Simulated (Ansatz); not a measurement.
**AlBiSe3 (model cell, started as cubic perovskite with Al in the octahedra): following an unstable mode**

Which phase does AlBiSe3 (model cell, started as cubic perovskite with Al in the octahedra) fall into along its unstable mode, and how much energy does it gain?

Main program and level: Ansatz 0.2.0; DFT PBEsol, scalar-relativistic, plane waves, PAW.

The structure was built from a prototype and need not be the compound's stable phase.

## 1. The structure

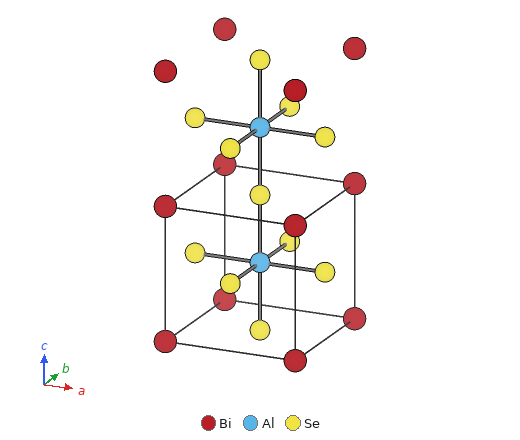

The cell as given, from a free direction (bismuth red, aluminium blue, selenium yellow). 1×1×2 cells are drawn. Some periodic images of atoms are drawn too.

As a file:

```cif
data_structure
_symmetry_space_group_name_H-M 'Pm-3m'
_symmetry_Int_Tables_number 221
_cell_length_a 4.8530
_cell_length_b 4.8530
_cell_length_c 4.8530
_cell_angle_alpha 90.000
_cell_angle_beta 90.000
_cell_angle_gamma 90.000
_cell_volume 114.30
loop_
_atom_site_label
_atom_site_type_symbol
_atom_site_symmetry_multiplicity
_atom_site_Wyckoff_symbol
_atom_site_fract_x
_atom_site_fract_y
_atom_site_fract_z
_atom_site_occupancy
Bi1 Bi 1 a 0.00000 0.00000 0.00000 1
Al1 Al 1 b 0.50000 0.50000 0.50000 1
Se1 Se 3 c 0.50000 0.50000 0.00000 1
```

## 2. Response at finite wavevector

The cell comes from relaxations at this level that are not shown. Stability and thermal properties need the whole zone. Linear response on a 2×2×2 q mesh gives force constants as far as a supercell of that size would.

File input.yaml:

```yaml
crystal:
  lattice:
    - [4.8529979444, 0.0, 0.0]
    - [0.0, 4.8529979444, 0.0]
    - [0.0, 0.0, 4.8529979444]
  atoms:
    - { symbol: Bi, position: [0.0, 0.0, 0.0] }
    - { symbol: Al, position: [0.5, 0.5, 0.5] }
    - { symbol: Se, position: [0.5, 0.5, 0.0] }
    - { symbol: Se, position: [0.5, 0.0, 0.5] }
    - { symbol: Se, position: [0.0, 0.5, 0.5] }
kpoints:
  mp_grid: { grid: [6, 6, 6] }
hamiltonian:
  xc: pbesol
scf:
  occupations: { method: methfessel_paxton, width: 0.15 }
output:
  eigenvalues: true
phonons:
  method: dfpt
  qmesh: [2, 2, 2]
  temperatures: { t_max: 1000, t_step: 50 }
  qpath:
    path:
      - [[0.0, 0.0, 0.0], [0.0, 0.5, 0.0], [0.5, 0.5, 0.0], [0.0, 0.0, 0.0], [0.5, 0.5, 0.5], [0.0, 0.5, 0.0]]
      - [[0.5, 0.5, 0.5], [0.5, 0.5, 0.0]]
    npoints: 10
```

On the command line:

```
> ansatz run input.yaml --threads 8 --pin off --max-ram 14336MiB --backend cpu --events-out ev --progress --plain --runs-dir out
```

Numbers of over 12 decimals in the logs are rounded to 6 here.

Output:

```text
Engine: ansatz 0.2.0, x86_64-unknown-linux-gnu
Pseudopotentials: kind: paw
Pseudopotential: Bi, paw, valence charge 15, recommended cutoff 420 eV (normal), Bi.paw.azcp
Pseudopotential: Al, paw, valence charge 3, recommended cutoff 420 eV (normal), Al.paw.azcp
Pseudopotential: Se, paw, valence charge 16, recommended cutoff 420 eV (normal), Se.paw.azcp
Functional definition: PBEsol
  exchange = pbesol_x
  correlation = pbesol_c
Crystal: 5 atoms, lattice volume = 114.296 Å³
Basis set: ecut = 420 eV, 2205 PW (Γ), exchange–correlation on 72×72×72 points (8 copies of the dense FFT grid, shifted against one another)
Bands: 40, of which v1, the nominal top of the filled ones, is band 33 counted from 1 (32 counted from 0)
Symmetry: 48 space group operations
k-points: 20 of 216
Non-local potential: Bi, projectors of the file, l = 0: 2, l = 1: 2, l = 2: 2, l = 3: 2
Non-local potential: Al, projectors of the file, l = 0: 2, l = 1: 2, l = 2: 1
Non-local potential: Se, projectors of the file, l = 0: 2, l = 1: 2, l = 2: 3, l = 3: 1
PAW form: soft (Blöchl's): semilocal exchange-correlation on the pseudo side does not see the compensation charge
PAW frozen core: Bi, regenerated for the run's functional, and the local potential with it (the file was generated under x = pbe(κ = 0.804, μ = 0.219515), c = pbe(β = 0.066725))
PAW frozen core: Al, regenerated for the run's functional, and the local potential with it (the file was generated under x = pbe(κ = 0.804, μ = 0.219515), c = pbe(β = 0.066725))
PAW frozen core: Se, regenerated for the run's functional, and the local potential with it (the file was generated under x = pbe(κ = 0.804, μ = 0.219515), c = pbe(β = 0.066725))
PAW one-centre angular grid: Bi, 590 points (default); XC on 64 Gauss nodes
PAW one-centre angular grid: Al, 110 points (default); XC on 64 Gauss nodes
PAW one-centre angular grid: Se, 590 points (default); XC on 64 Gauss nodes
Initial density: superposition of atomic densities (neutral atoms: chi_scale 0, normalization atom), corrected by the library's trained network
Initial wavefunctions: pseudopotential atomic-orbital guess
Functional: x = pbesol(κ = 0.804, μ = 0.123457), c = pbesol(β = 0.046)
SCF iter   1: F=—  HF=-29039.935165 eV  |F-HF|=—  |Δ(HF+E_count)|=         —  Δρ=5.01e-3  dr2=7.10e-2  ethr=1.77e-3  ⟨swp⟩=7.8  Hψ=3297  notcnv=0
preconditioner: auto → Kerker (q_TF=auto, 2.490 Å⁻¹)  [metal: Δε(μ)=0.011 eV  Ē_g=9.442 eV  σ=0.150 eV  W_gap=0.06  n_scr=26 (ndim 8)  ℏωp=17.7 eV  f_vac=0.000  D(μ)=5.38/eV (n_scr^D=56)]
SCF iter   2: F=—  HF=-29039.921775 eV  |F-HF|=—  |Δ(HF+E_count)|=   1.34e-2  S|Δr|=    0.00e0  Δρ=2.42e-3  dr2=1.46e-2  ethr=1.08e-4  ⟨swp⟩=1.0  Hψ=960  notcnv=0
SCF iter   3: F=—  HF=-29039.918536 eV  |F-HF|=—  |Δ(HF+E_count)|=   3.24e-3  S|Δr|=    0.00e0  Δρ=9.74e-4  dr2=2.87e-3  ethr=2.22e-5  ⟨swp⟩=1.9  Hψ=1068  notcnv=0
SCF iter   4: F=—  HF=-29039.917810 eV  |F-HF|=—  |Δ(HF+E_count)|=   7.26e-4  S|Δr|=    0.00e0  Δρ=3.33e-4  dr2=2.85e-4  ethr=4.35e-6  ⟨swp⟩=2.0  Hψ=1010  notcnv=0
SCF iter   5: F=—  HF=-29039.917726 eV  |F-HF|=—  |Δ(HF+E_count)|=   8.40e-5  S|Δr|=    0.00e0  Δρ=1.17e-4  dr2=1.81e-5  ethr=4.32e-7  ⟨swp⟩=2.5  Hψ=1442  notcnv=0
SCF iter   6: F=—  HF=-29039.917716 eV  |F-HF|=—  |Δ(HF+E_count)|=   1.02e-5  S|Δr|=    0.00e0  Δρ=4.20e-5  dr2=2.90e-6  ethr=2.74e-8  ⟨swp⟩=2.0  Hψ=1433  notcnv=0
SCF iter   7: F=—  HF=-29039.917709 eV  |F-HF|=—  |Δ(HF+E_count)|=   6.83e-6  S|Δr|=    0.00e0  Δρ=1.21e-5  dr2=1.99e-7  ethr=4.39e-9  ⟨swp⟩=2.1  Hψ=984  notcnv=0
SCF iter   8: F=—  HF=-29039.917709 eV  |F-HF|=—  |Δ(HF+E_count)|=   4.68e-8  S|Δr|=    0.00e0  Δρ=3.50e-6  dr2=1.97e-8  ethr=3.02e-10  ⟨swp⟩=2.0  Hψ=1432  notcnv=0
SCF iter   9: F=—  HF=-29039.917709 eV  |F-HF|=—  |Δ(HF+E_count)|=   2.67e-9  S|Δr|=    0.00e0  Δρ=7.88e-7  dr2=6.96e-10  ethr=2.98e-11  ⟨swp⟩=2.0  Hψ=1433  notcnv=0
SCF iter  10: F=—  HF=-29039.917709 eV  |F-HF|=—  |Δ(HF+E_count)|=  4.00e-11  S|Δr|=    0.00e0  Δρ=1.16e-7  dr2=1.58e-11  ethr=1.06e-12  ⟨swp⟩=2.0  Hψ=903  notcnv=0
SCF iter  11: F=-29039.917709 eV  HF=-29039.917709 eV  |F-HF|=1.46e-11  |Δ(HF+E_count)|=  3.64e-12  S|Δr|=    0.00e0  Δρ=2.37e-8  dr2=5.51e-13  ethr=1.00e-12  ⟨swp⟩=10.7  Hψ=3733  notcnv=0
SCF 1 converged in 11 iterations: F = -29039.917709 eV  dr2 = 5.51e-13
  greatest PAW one-centre occupation: 1.000 electrons in one spin orbital (limit 2), on the Se atom at site 2 (counted from 0), in its partial waves of l = 2
Initial density: read from a saved state, or passed on in memory by an earlier SCF of this step, an earlier step, the calling program or the single point that the run made first
iter 1 solved again at ethr=1.47e-7 eV; its pass at ethr=3.10e-3 eV (dr2=9.73e-5 eV) is discarded
SCF iter   1: F=—  HF=-29039.917710 eV  |F-HF|=—  |Δ(HF+E_count)|=         —  Δρ=1.74e-6  dr2=2.31e-9  ethr=1.47e-7  ⟨swp⟩=3.0  Hψ=5117  notcnv=0
eigensolver tolerance schedule: the retry pair's looser diagonalisation over-reported the residual by 42147.95 of it (diagonalisation noise at an unbounded share of the residual, at the tolerance the schedule requests for it); recorded, not acted on — ethr = c·dr2/N_el stays at c = 1.0e-1
preconditioner: auto → Kerker (q_TF=auto, 2.490 Å⁻¹)  [metal: Δε(μ)=0.023 eV  Ē_g=9.464 eV  σ=0.150 eV  W_gap=0.13  n_scr=26 (ndim 8)  ℏωp=17.7 eV  f_vac=0.000  D(μ)=4.90/eV (n_scr^D=32)]
SCF iter   2: F=—  HF=-29039.917709 eV  |F-HF|=—  |Δ(HF+E_count)|=   7.98e-7  S|Δr|=    0.00e0  Δρ=9.73e-7  dr2=7.96e-10  ethr=3.50e-12  ⟨swp⟩=4.0  Hψ=2424  notcnv=0
SCF iter   3: F=—  HF=-29039.917709 eV  |F-HF|=—  |Δ(HF+E_count)|=  2.51e-10  S|Δr|=    0.00e0  Δρ=6.23e-7  dr2=3.02e-10  ethr=1.21e-12  ⟨swp⟩=2.0  Hψ=1018  notcnv=0
SCF iter   4: F=—  HF=-29039.917709 eV  |F-HF|=—  |Δ(HF+E_count)|=  1.09e-10  S|Δr|=    0.00e0  Δρ=3.60e-7  dr2=9.84e-11  ethr=1.00e-12  ⟨swp⟩=2.0  Hψ=820  notcnv=0
SCF iter   5: F=—  HF=-29039.917709 eV  |F-HF|=—  |Δ(HF+E_count)|=  2.91e-11  S|Δr|=    0.00e0  Δρ=2.65e-7  dr2=5.35e-11  ethr=1.00e-12  ⟨swp⟩=1.0  Hψ=800  notcnv=0
SCF iter   6: F=—  HF=-29039.917709 eV  |F-HF|=—  |Δ(HF+E_count)|=  7.28e-12  S|Δr|=    0.00e0  Δρ=2.01e-7  dr2=3.11e-11  ethr=1.00e-12  ⟨swp⟩=1.0  Hψ=800  notcnv=0
SCF iter   7: F=—  HF=-29039.917709 eV  |F-HF|=—  |Δ(HF+E_count)|=  3.64e-12  S|Δr|=    0.00e0  Δρ=1.64e-7  dr2=2.07e-11  ethr=1.00e-12  ⟨swp⟩=1.0  Hψ=800  notcnv=0
SCF iter   8: F=-29039.917709 eV  HF=-29039.917709 eV  |F-HF|=1.46e-11  |Δ(HF+E_count)|=  7.28e-12  S|Δr|=    0.00e0  Δρ=1.10e-7  dr2=9.35e-12  ethr=1.00e-12  ⟨swp⟩=2.0  Hψ=1716  notcnv=0
SCF 2 converged in 8 iterations: F = -29039.917709 eV  dr2 = 9.35e-12
  greatest PAW one-centre occupation: 1.000 electrons in one spin orbital (limit 2), on the Se atom at site 3 (counted from 0), in its partial waves of l = 2
phonons: the bands overlap, so this run is a metal and interpolates without the dipole-dipole term. If the crystal is really an insulator or semiconductor, its LO-TO splitting is missing
NSCF: frozen V_eff on 20 k-points
WARN: eigensolver did not converge in 5 slots of this pass, the one above among them; of largest residual over every band (k=9): 1 band(s) unlocked (lowest unlocked band 39, counted from 0; max residual 1.01e-5 eV among the unlocked bands, 1.01e-5 eV over every band); of lowest unlocked band (k=3): band 39
NSCF: frozen V_eff on 64 k-points
DFPT response loops at q = (0, 0, 0) (fractional): preconditioner auto → Kerker (q_TF=auto, 2.490 Å⁻¹) (partly filled bands, converged f_vac=0.000); β = 1.00, the filter's whole step (`scf.mixing.beta` (0.50) is not read by the response loops under this deck's `scf.mixing.preconditioner`; to damp them name `kerker` or `kerker_dos`, under which they read `scf.mixing.beta`, and type it under 1.00, their step now; both keys bind the ground state too); Broyden in place of MSR1
NSCF: frozen V_eff on 128 k-points
DFPT response loops at q = (0, 0, -0.5) (fractional): mixed as the last ones told, above
NSCF: frozen V_eff on 128 k-points
DFPT response loops at q = (0, -0.5, -0.5) (fractional): mixed as the last ones told, above
NSCF: frozen V_eff on 128 k-points
DFPT response loops at q = (-0.5, -0.5, -0.5) (fractional): mixed as the last ones told, above
SCF converged after 11 iterations
Stability not checked: this state was not tested for a lower state beside it, because cold or Methfessel-Paxton smearing, or corrected tetrahedra, fill the levels in a way that the test cannot read (fill_not_monotonic; see scf.lower_state_search)
Free energy (F): -29039.917709 eV
Harris-Foulkes:  -29039.917709 eV  (|F-HF|=1.46e-11)
Internal energy: -29039.910506 eV  (E = F + TS)
E sigma→0 (E₀):  -29039.915908 eV
Entropy (-TS):   -0.007203 eV (-1.441 meV/atom)
Fermi energy:    9.644740 eV
--- Per-component energies (eV) ---
  E_band       = -1174.461864
  E_kinetic    = 682.989307
  E_local      = -8483.846022  (includes V_loc(G=0)·N_el)
  E_nonlocal   = -1205.257230
  E_hartree    = 3968.831015
  E_xc         = -500.818467
  E_vxc        = -469.016174  (∫ρ·V_xc dr)
  E_paw        = -16567.176994  (= ΣΔE_a)
  E_vpaw       = 363.008484  (= ΣTr[D̂ρ^β])
  E_aug_tail   = -0.002220  (compensation charges beyond the density's cutoff)
  E_ewald      = -6937.764137
  E_core_change = 3.134243  (= ΣΔE_core)
  E_smearing   = -0.007203  (= −TS)
  E_closure    = -0.000000  (closes the sum)
  Σ components = -29039.917709   (vs F -29039.917709, Δ=0.00e0)
--- Band table (eV; the first three rows and the last of 20) ---
  k-point 0: bands = [... 29 lower, 8.0163, 8.4421, 8.4421, 8.4421, 9.2051, 12.3301, 12.3301, 12.3301, ... 3 higher]
  k-point 1: bands = [... 29 lower, 7.7143, 8.2330, 8.4088, 8.4088, 10.2473, 11.4678, 11.9839, 11.9839, ... 3 higher]
  k-point 2: bands = [... 29 lower, 7.2000, 7.8771, 8.6378, 8.6378, 9.9542, 11.3348, 11.3348, 11.8713, ... 3 higher]
  k-point 19: bands = [... 29 lower, 8.3475, 10.1543, 10.1543, 10.1543, 12.2596, 12.2596, 12.2596, 13.3877, ... 3 higher]
--- Phonons (Γ-DFPT): 4 representative perturbations + reference (Σ response iterations 12) ---
  ASR residual: 1.147e-4 → 0.000e0 eV/Å²; symmetrization residual: 9.358e-6 eV/Å²
  ASR residual per site (eV/Å²): 9.41e-6 1.15e-4 5.77e-6 5.77e-6 5.77e-6
  Γ frequencies (cm⁻¹): -114.15 -114.15 -114.15 -110.21 -110.21 -110.21 0.00 0.00 0.00 49.33 49.33 49.33 339.85 339.85 339.85
--- Phonons (arbitrary-q DFPT): 4 irreducible q on the 2×2×2 mesh ---
  q = [0.0000, 0.0000, 0.0000] (star 1, of the zone-centre solve; hermiticity 1.42e-6, symmetrization 4.65e-12): -114.15 -114.15 -114.15 -110.21 -110.21 -110.21 -0.00 0.00 0.00 49.33 49.33 49.33 339.85 339.85 339.85
  q = [0.0000, 0.0000, -0.5000] (star 3, 9 solved perturbations in 504 linear systems a pass and spin channel, the states on 64 of 216 k-point pairs; hermiticity 1.75e-6, symmetrization 2.00e-12): -143.83 -101.97 -101.97 -101.53 -101.53 -31.39 -27.15 19.80 19.80 70.98 70.98 223.40 303.43 339.02 339.02
  q = [0.0000, -0.5000, -0.5000] (star 3, 9 solved perturbations in 504 linear systems a pass and spin channel, the states on 64 of 216 k-point pairs; hermiticity 1.58e-6, symmetrization 6.38e-13): -156.88 -122.61 -122.61 -77.88 -77.88 -39.03 32.85 32.85 69.60 97.19 191.61 243.59 308.72 308.72 341.03
  q = [-0.5000, -0.5000, -0.5000] (star 1, 4 solved perturbations in 184 linear systems a pass and spin channel, the states on 64 of 216 k-point pairs; hermiticity 1.00e-6, symmetrization 6.45e-12): -148.03 -148.03 -148.03 -90.75 -90.75 -90.75 77.03 77.03 77.03 189.37 189.37 261.01 319.76 319.76 319.76
  sum rule: each row above includes the acoustic sum rule's correction from the zone centre's row sums; it moved no ω² by more than (1.08 cm⁻¹)²
  mesh force constants: q→R imaginary residual 7.26e-18; ASR residual 1.147e-4 → 0.000e0 eV/Å²; symmetrization residual 2.132e-14 eV/Å²
  interpolated dispersion: 62 rows × 15 modes
  density of states and harmonic sums: on the 14×14×14 q-mesh, interpolated from the force constants of a 2×2×2 supercell (no non-analytic term)
  largest difference from the sums on the solved wave vectors: F 6.81e-2 eV, S 1.10e-4 and C_V 4.17e-5 eV/K
  zero-point energy: 0.096369 eV/cell   skipped modes (ω ≤ 0): 752, of them read as no rigid motion or as one in doubt: 749 (6.265e0 modes/cell left out, lowest -156.88 cm⁻¹)   left out of the sums: 4.18e-1 of the cell's modes: C_V's classical limit lies that fraction below 3 k_B per atom; for a crystal, a wire or a layer, F and S can be off by more, and a phonons.interpolated_qmesh denser along its periods is the remedy for the sampling
```

Run time: 1.7 min. Hardware: 8 threads of Intel Xeon 6975P-C (Granite Rapids), shared host; peak memory 1.4 GiB.

This step gave:

```
volume per atom                                         : 22.86 Å³
gap on the k-mesh                                       : 0 eV
sum-rule residual before enforcement                    : 1.15e-4 eV/Å²
lowest frequency on the path                            : -156.9 cm⁻¹
point group                                             : m-3m
highest frequency on the path or at a solved wavevector : 341.0 cm⁻¹
highest optical mode at the zone centre (no LO-TO term) : 339.9 cm⁻¹
lowest optical zone-centre mode                         : -114.2 cm⁻¹
lowest mode on the q mesh (acoustic modes at Γ apart)   : -156.9 cm⁻¹
```

Frequencies (cm⁻¹) solved at each irreducible wavevector; negative means imaginary. Frequencies by wavevector, by row:

```
q in reciprocal lattice units  star  mode 1  mode 2  mode 3  mode 4  mode 13  mode 14  mode 15
                        0 0 0     1  -114.2  -114.2  -114.2  -110.2    339.9    339.9    339.9
                     0 0 -0.5     3  -143.8    -102    -102  -101.5    303.4      339      339
                  0 -0.5 -0.5     3  -156.9  -122.6  -122.6   -77.9    308.7    308.7      341
               -0.5 -0.5 -0.5     1    -148    -148    -148   -90.8    319.8    319.8    319.8
```

Interpolated from a 2×2×2 q mesh. The phonon branches at the labelled points (cm⁻¹):

```
    point  branch 1  branch 2  branch 3  branch 4  branch 12  branch 13  branch 14  branch 15
        Γ      -114      -114      -114      -110         49        340        340        340
        X      -144      -102      -102      -102        223        303        339        339
        M      -157      -123      -123       -78        244        309        309        341
        Γ      -114      -114      -114      -110         49        340        340        340
        R      -148      -148      -148       -91        261        320        320        320
        X      -144      -102      -102      -102        223        303        339        339
jump to R      -148      -148      -148       -91        261        320        320        320
        M      -157      -123      -123       -78        244        309        309        341
```

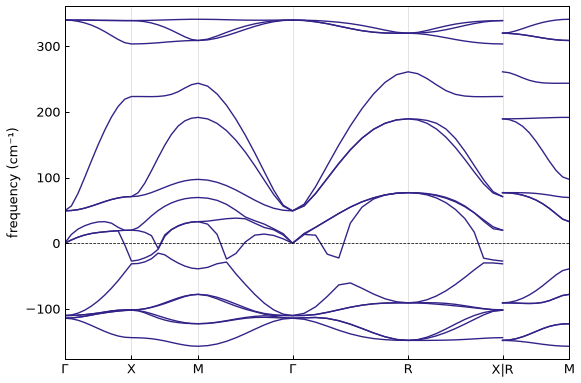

Phonon branches along the path.

Symmetry leaves 4 wavevectors to solve. The lowest mode among them, the acoustic zeros apart, lies at q = (0, -0.5, -0.5) and is imaginary, 156.9i cm⁻¹, so the energy falls along it.

## 3. The mode frozen in, largest atomic shift 0 Å

The mode followed lies at q = (0, -0.5, -0.5) with frequency 156.9i cm⁻¹, the softest among the wavevectors solved. At small amplitude the distorted cell has space group no. 127 by a symmetry search on the positions. The undistorted cell that holds it gives the zero of energy on the same k mesh.

System of this step: AlBiSe3 (model cell, started as cubic perovskite with Al in the octahedra). Symmetry: Pm-3m, No. 221, cubic system. Conventional cell: a = 4.853 Å, b = 4.853 Å, c = 4.853 Å, α = 90.00°, β = 90.00°, γ = 90.00°. Nearest to Bi lie 12 Se at 3.43 Å. Al has 6 Se at 2.43 Å nearest. Nearest to Se lie 2 Al at 2.43 Å and 4 Bi at 3.43 Å. Nearest to Se lie 2 Al at 2.43 Å and 4 Bi at 3.43 Å. Farther neighbours and most contacts between anions are not listed.

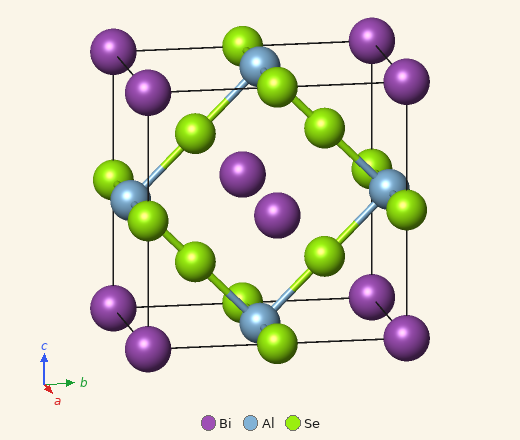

The cell of this step (bismuth purple, aluminium light blue, selenium green). Some periodic images of atoms are drawn too.

File input.yaml:

```yaml
crystal:
  lattice:
    - [-4.8529979444, 0.0, 0.0]
    - [0.0, -4.8529979444, -4.8529979444]
    - [0.0, -4.8529979444, 4.8529979444]
  atoms:
    - { symbol: Bi, position: [0.0, 1.0, 0.0] }
    - { symbol: Bi, position: [0.0, 0.5, 0.5] }
    - { symbol: Al, position: [0.5, 0.0, 0.5] }
    - { symbol: Al, position: [0.5, 0.5, 0.0] }
    - { symbol: Se, position: [0.5, 0.75, 0.75] }
    - { symbol: Se, position: [0.5, 0.25, 0.25] }
    - { symbol: Se, position: [0.5, 0.75, 0.25] }
    - { symbol: Se, position: [0.5, 0.25, 0.75] }
    - { symbol: Se, position: [1.0, 0.0, 0.5] }
    - { symbol: Se, position: [1.0, 0.5, 0.0] }
kpoints:
  mp_grid: { grid: [6, 6, 6] }
hamiltonian:
  xc: pbesol
scf:
  occupations: { method: methfessel_paxton, width: 0.15 }
output:
  forces: true
  stress: true
  eigenvalues: true
```

Output:

```text
[...]
Crystal: 10 atoms, lattice volume = 228.592 Å³
Basis set: ecut = 420 eV, 4421 PW (Γ), exchange–correlation on 72×96×96 points (8 copies of the dense FFT grid, shifted against one another)
Bands: 80, of which v1, the nominal top of the filled ones, is band 66 counted from 1 (65 counted from 0)
Symmetry: 32 space group operations
[...]
k-points: 40 of 216
[...]
k-point 0: bands = [... 62 lower, 8.4346, 8.4350, 8.4350, 9.0401, 9.1986, 10.1157, 11.3484, 11.3484, ... 10 higher]
  k-point 1: bands = [... 62 lower, 8.2631, 8.3355, 8.4611, 9.3406, 9.7967, 9.8685, 10.8664, 11.4784, ... 10 higher]
  k-point 2: bands = [... 62 lower, 8.0459, 8.0923, 8.6202, 9.3878, 10.0339, 10.0355, 10.5747, 10.8757, ... 10 higher]
  k-point 39: bands = [... 62 lower, 8.2929, 8.2929, 9.0426, 9.0426, 10.1268, 10.1268, 11.3423, 11.3423, ... 10 higher]
[key lines of the parts left out:]
SCF converged after 9 iterations
Free energy (F): -58079.865603 eV
Fermi energy:    9.649855 eV
P = ⅓ Tr σ = -0.0613 GPa (-0.613 kbar)
```

Run time: 5.2 s. Hardware: 8 threads; peak memory 1.4 GiB; 26 s of CPU time.

This step gave:

```
pressure                         : -0.06127 GPa
energy from the undistorted cell : 0 meV/atom
```

The run ends at a pressure of -0.06 GPa.

(Part 1 of 3 ends here.)

[Logs are printed without paths, hosts, clocks, repeated set-up lines and the standing remarks that a program may print on its own settings, such as how far it seeks lower states.]

[Hosts, paths, dates, database ids (printed as entryN), source tags and the programs' standing remarks are cut or masked in the printed files.]
